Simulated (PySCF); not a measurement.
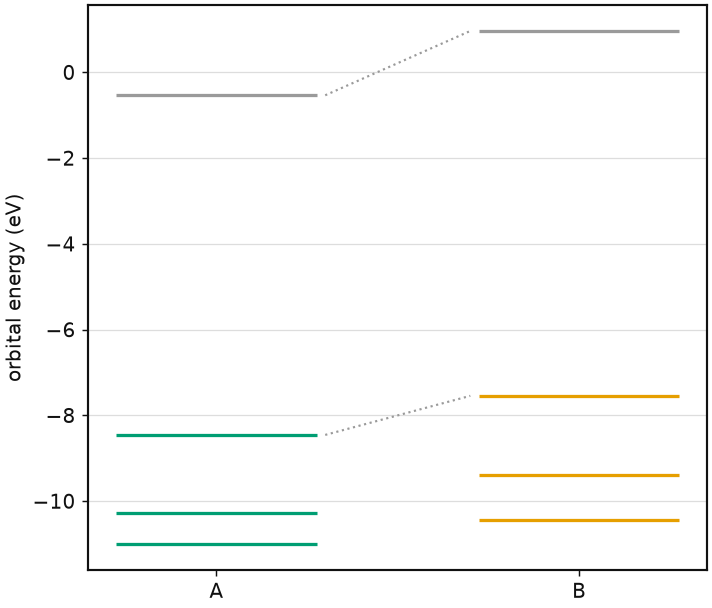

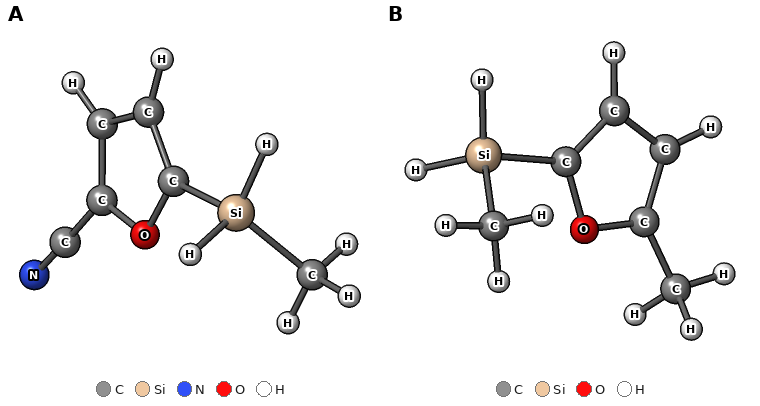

Related molecules: A is C₆H₇NOSi, SMILES C[SiH2]c1ccc(C#N)o1; B is C₆H₁₀OSi, SMILES C[SiH2]c1ccc(C)o1. Frontier orbital energies, CAM-B3LYP/def2-SVPD, PySCF 2.14.0, at a GFN2-xTB geometry (no frequency check); drawn are at most three filled levels and, in grey, the LUMO with any level within 0.03 eV of it; dotted lines join the HOMOs and the LUMOs.

> What does the change do to the frontier levels?

From A to B the HOMO rises by 0.91 eV and the LUMO rises by 1.50 eV, so the separation goes from 7.92 to 8.51 eV.

Limits of at least one run: empty levels above zero depend strongly on the basis; one conformer of a flexible molecule; the tight-binding geometry is rougher than a DFT one and adds to the error.
